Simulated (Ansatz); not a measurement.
# CCSD/def2-SVP run of CH4ClGa (SMILES [CH3][GaH][Cl])

Aim: the vertical ionisation energy of CH4ClGa at CCSD/def2-SVP, from 2 runs. 

Program for the calculation: Ansatz 0.2.0.

62 further runs of the same task are left out: 62 set aside as unsound or not needed. Runs told in other sessions of the task aren't counted.

**1. The structure to begin with**

CH4ClGa has 7 atoms, charge 0, and is taken as a singlet. SMILES: `[CH3][GaH][Cl]`. The shape is that of a PBE0-D4/def2-TZVP optimisation.

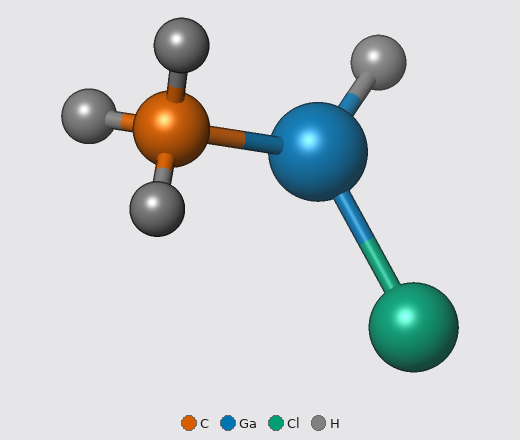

Viewed from a chosen angle; carbon orange, gallium blue, chlorine teal, hydrogen grey.

**2. A single-point energy at CCSD/def2-SVP**

Input file molecule.yaml:

```yaml
crystal:
  periodic: [false, false, false]
  atoms:
    - {symbol: C, position_ang: [-0.730500, 0.588300, -0.200700]}
    - {symbol: Ga, position_ang: [0.846300, -0.538100, 0.035700]}
    - {symbol: Cl, position_ang: [0.865000, -1.794800, 1.792800]}
    - {symbol: H, position_ang: [-0.435900, 1.637200, -0.283800]}
    - {symbol: H, position_ang: [-1.418300, 0.473600, 0.636300]}
    - {symbol: H, position_ang: [-1.245900, 0.318700, -1.126000]}
    - {symbol: H, position_ang: [2.119300, -0.684800, -0.854300]}
basis:
  gaussian:
    orbitals: def2-SVP
correlation:
  method: ccsd
  frozen_orbitals: {C: 1, Cl: 5, Ga: 9, H: 0}
accuracy: high
scf:
  omitted_lower_state_checks: [cluster_reference, increment]
```

Launch:

```
$ ansatz run molecule.yaml --threads 1 --pin off --max-ram 3480MiB --events-out events.jsonl --progress --plain --runs-dir runs
```

What it wrote, cut to the lines that bear on the results:

```text
Warning: RAYON_NUM_THREADS=1 ignored (pool sized by the plan → 1); use --threads N
Functional definition: HF
  name "HF"
[...]
1770 factors; integrals over basis functions are off by at most 8.8e-9 eV
[...]
mean field -65921.83135568 eV, -2422.5826188989 hartree, gradient 5.1e-8 eV, S^2 0.000000; 0 other end points of the search recorded, 0 dependent functions left out
15 core orbitals not correlated: weight in the atoms' cores, before any rotation towards them, 1.000 or more for the frozen orbitals, at most 0.000 for the correlated occupied ones
reference -65921.83135568 eV, -2422.5826188989 hartree; 14, 14 occupied and 55, 55 virtual orbitals, 1770 factors
second order -13.38354947 eV of doubles, -0.00000000 eV of singles
cycle   1  -13.57761814 eV  change   -1.9e-1 eV  update   8.8e-2
[...]
cycle  20  -14.05304063 eV  change   3.1e-10 eV  update  8.1e-10
Total energy: -65935.88439630 eV, -2423.0990586165 hartree
Checks for a lower state left out: cluster_reference, increment
```

It took 6 s on 1 thread of Intel Xeon 6975P-C (Granite Rapids), shared host; peak memory 0.42 GiB.

**3. The doublet cation at the same level**

Input file in.yaml:

```yaml
crystal:
  periodic: [false, false, false]
  atoms:
    - {symbol: C, position_ang: [-0.730500, 0.588300, -0.200700]}
    - {symbol: Ga, position_ang: [0.846300, -0.538100, 0.035700]}
    - {symbol: Cl, position_ang: [0.865000, -1.794800, 1.792800]}
    - {symbol: H, position_ang: [-0.435900, 1.637200, -0.283800]}
    - {symbol: H, position_ang: [-1.418300, 0.473600, 0.636300]}
    - {symbol: H, position_ang: [-1.245900, 0.318700, -1.126000]}
    - {symbol: H, position_ang: [2.119300, -0.684800, -0.854300]}
basis:
  gaussian: {orbitals: def2-SVP}
total_charge: 1
magnetization: {spin_polarized: true, initial_magnetization: 1}
correlation: {method: ccsd, frozen_orbitals: {C: 1, Cl: 5, Ga: 9, H: 0}}
accuracy: high
scf: {omitted_lower_state_checks: [cluster_reference, increment]}
```

Launch:

```
$ ansatz run in.yaml --threads 1 --pin off --max-ram 3480MiB --events-out events.jsonl --progress --plain --runs-dir runs
```

What it wrote, cut to the lines that bear on the results:

```text
Warning: RAYON_NUM_THREADS=1 ignored (pool sized by the plan → 1); use --threads N
Functional definition: HF
  name "HF"
[...]
1769 factors; integrals over basis functions are off by at most 8.8e-9 eV
[...]
mean field -65911.76256943 eV, -2422.2125978294 hartree, gradient 2.2e-8 eV, S^2 0.762689; 15 other end points of the search recorded, 0 dependent functions left out
15 core orbitals not correlated: weight in the atoms' cores, before any rotation towards them, 1.000 or more for the frozen orbitals, at most 0.000 for the correlated occupied ones
reference -65911.76256943 eV, -2422.2125978294 hartree; 14, 13 occupied and 55, 56 virtual orbitals, 1769 factors
second order -12.75708906 eV of doubles, -0.00000000 eV of singles
cycle   1  -13.03242046 eV  change   -2.8e-1 eV  update   1.1e-1
[...]
cycle  35  -13.75048975 eV  change  -6.8e-10 eV  update   1.5e-9
Total energy: -65925.51305918 eV, -2422.7179190071 hartree
Checks for a lower state left out: cluster_reference, increment
```

Run time: 32 s. Hardware: 1 thread of Intel Xeon 6975P-C (Granite Rapids), shared host; peak memory 0.72 GiB.

**4. Summary of results**

Level: CCSD/def2-SVP, 15 core orbitals frozen.

| quantity | value |
| --- | --- |
| singlet CH4ClGa: total energy | -2423.09906 Eh |
| singlet CH4ClGa: correlation energy (15 core orbitals frozen) | -516.4 mEh |
| singlet CH4ClGa: T1 diagnostic | 0.011 |
| doublet cation: total energy | -2422.71792 Eh |
| doublet cation: correlation energy (15 core orbitals frozen) | -505.3 mEh |
| doublet cation: ⟨S²⟩ of the reference determinant | 0.763 |
| doublet cation: T1 diagnostic | 0.059 |
| vertical ionisation energy (to the doublet cation) | 10.371 eV |

**Reading.** Removing an electron at fixed nuclei costs 10.37 eV (1001 kJ/mol). The T1 diagnostic (doublet cation) of 0.059 is above the customary mark for such species, so a single reference may not serve.
